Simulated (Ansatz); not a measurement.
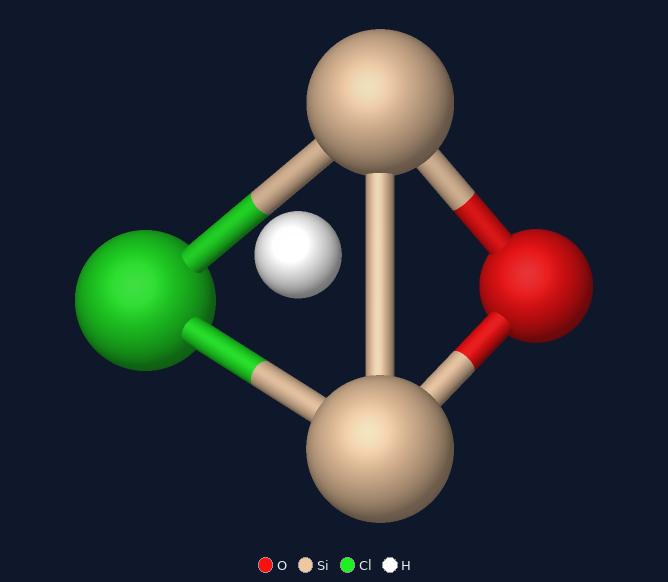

The structure as it stands in the input.

The calculation was set up as follows.

```yaml
crystal:
  periodic: [false, false, false]
  atoms:
    - {symbol: O, position_ang: [0.123518, 0.468668, -0.026171]}
    - {symbol: Si, position_ang: [-1.271067, -0.138836, 0.709791]}
    - {symbol: Si, position_ang: [0.831380, -1.065372, 0.014357]}
    - {symbol: Cl, position_ang: [-1.195216, -1.792144, -1.002637]}
    - {symbol: H, position_ang: [-0.214074, -1.336037, 1.357169]}
basis:
  gaussian: {orbitals: def2-TZVPP}
hamiltonian: {xc: {name: B3LYP}, dispersion: d4}
```

Command:

```sh
ansatz run in.yaml --threads 2 --pin off --events-out ev --progress --plain --max-ram 4352MiB
```

Result:

```
Functional definition: B3LYP
  name "B3LYP"
  cite "Stephens, Devlin, Chabalowski & Frisch, J. Phys. Chem. 98, 11623 (1994) doi:10.1021/j100096a001"
  cite "Becke, Phys. Rev. A 38, 3098 (1988) doi:10.1103/PhysRevA.38.3098"
  cite "Lee, Yang & Parr, Phys. Rev. B 37, 785 (1988) doi:10.1103/PhysRevB.37.785"
  cite "Vosko, Wilk & Nusair, Can. J. Phys. 58, 1200 (1980) doi:10.1139/p80-159"
  parameter a0 = 0.2
  parameter ax = 0.72
  parameter ac = 0.81
  exchange = (1 - a0 - ax)*slater_x + ax*b88_x + a0*exact_x
  correlation = (1 - ac)*vwn_rpa_c + ac*lyp_c
1105 factors; their error is unknown
mean field evaluation 1: about -30339.0830 eV, gradient 6.2e1 eV
mean field evaluation 2: about -30295.4010 eV, gradient 1.5e2 eV
mean field evaluation 4: about -30345.4819 eV, gradient 9.4e0 eV
mean field evaluation 8: about -30345.6914 eV, gradient 1.2e-1 eV
mean field evaluation 16: about -30345.7372 eV, gradient 8.3e-5 eV
mean field -30345.73723659 eV, -1115.1852743652 hartree, gradient 8.3e-5 eV, S^2 0.000000; 0 other end points of the search recorded, 0 dependent functions left out
reference -30345.73746066 eV, -1115.1852825996 hartree; 27, 27 occupied and 144, 144 virtual orbitals, 1105 factors
Total energy: -30346.05376151 eV, -1115.1969064413 hartree
```
